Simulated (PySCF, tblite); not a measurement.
**C₃H₄Al₂Cl₃F: geometry, infrared bands and NMR shifts**

What infrared bands and NMR shifts should C₃H₄Al₂Cl₃F (`CC#[C][Al@H-]1[Cl+][Al@@-]([F])([Cl])[Cl+]1`) show?

The runs use tblite 0.8.0 and PySCF 2.14.0, with density-fitted response routines of our own; the level of theory stands in each step. All values are computed, except where a source is named. Atoms count from 0, in the outputs and in this text.

### 1 The molecule as given

13 atoms, charge 0, multiplicity 1; geometry from: force field or distance geometry start.

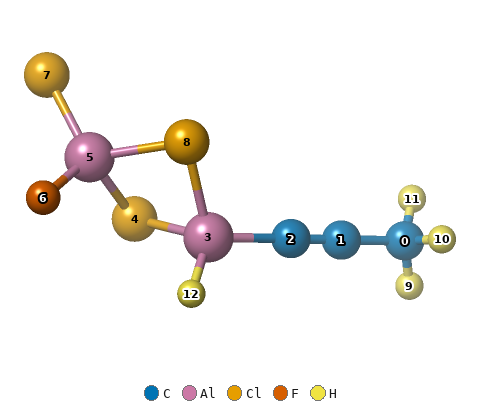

As it starts; carbon blue, aluminium pink, chlorine amber, fluorine orange, hydrogen yellow, atoms numbered.

### 2 Relaxing the molecule with GFN2-xTB

What the job is given:

```
{"job": {"kind": "relax", "xc": "GFN2-xTB", "basis": "xTB"}, "charge": 0, "multiplicity": 1}
C      3.624000    -0.111700    -0.296900
C      2.165000    -0.008700    -0.542200
C      0.992500     0.047300    -0.738500
Al    -0.916800     0.170300    -1.060700
Cl    -1.881700     1.468100     0.456800
Al    -3.540500    -0.022700     0.473600
F     -4.729700     0.149900    -0.857600
Cl    -4.340000    -0.240100     2.504800
Cl    -1.992400    -1.526300    -0.098900
H      4.086400     0.844400    -0.616900
H      4.063700    -0.927700    -0.907300
H      3.835200    -0.364100     0.761200
H     -1.369900     0.521500    -2.516100
```

On the command line:

```
OMP_NUM_THREADS=1 python probes_run.py task.json out
```

This one command runs all jobs of the session in turn.

**Question.** This job is followed by: GFN2-xTB harmonic vibrations, gas phase; GIAO PBE0/pcSseg-1 NMR shielding, non-relativistic, gas phase. What will the session give for the following? strongest single infrared mode (GFN2-xTB); zero-point energy (GFN2-xTB); ¹³C shifts against TMS (PBE0/pcSseg-1); ¹H shifts against TMS (PBE0/pcSseg-1, means over atoms taken as alike); ²⁷Al shifts against AlH4- (PBE0/pcSseg-1); ³⁵Cl shifts against HCl (PBE0/pcSseg-1, means over atoms taken as alike); ¹⁹F shifts against CFCl3 (PBE0/pcSseg-1); surface potential, least and greatest.

As calculated:

| quantity | value |
| --- | --- |
| strongest single infrared mode (GFN2-xTB) | 614 cm⁻¹, 324 km/mol |
| zero-point energy (GFN2-xTB) | 38.0 kcal/mol |
| ¹³C shifts against TMS (PBE0/pcSseg-1) | 117.0, 91.0, 6.3 ppm |
| ¹H shifts against TMS (PBE0/pcSseg-1, means over atoms taken as alike) | 4.33, 2.12 ppm |
| ²⁷Al shifts against AlH4- (PBE0/pcSseg-1) | 41.0, 11.6 ppm |
| ³⁵Cl shifts against HCl (PBE0/pcSseg-1, means over atoms taken as alike) | 72, -11 ppm |
| ¹⁹F shifts against CFCl3 (PBE0/pcSseg-1) | -155.8 ppm |
| surface potential, least and greatest | -1.28 V and 2.11 V |

In words: The optimisation took 100 steps and gained 0.740 eV; among the close pairs (by a distance rule), Al5–Cl7 changed most, from 2.194 to 2.019 Å. No mode is imaginary among the 33: a minimum at this level. The strongest single mode, at 614 cm⁻¹, moves mainly H12. GFN2-xTB is a fitted tight-binding method: band positions and strengths are rough. Its intensities can rank the bands wrongly. At PBE0/pcSseg-1: The widest tensor belongs to C1: span 306 ppm, with a paramagnetic part of -204 ppm. At PBE0/pcSseg-1, counted by nearest atom on the grid, the HOMO lies on C2 47 %; C1 38 %, the LUMO on Al3 26 %; C1, C2 about 15 % each.
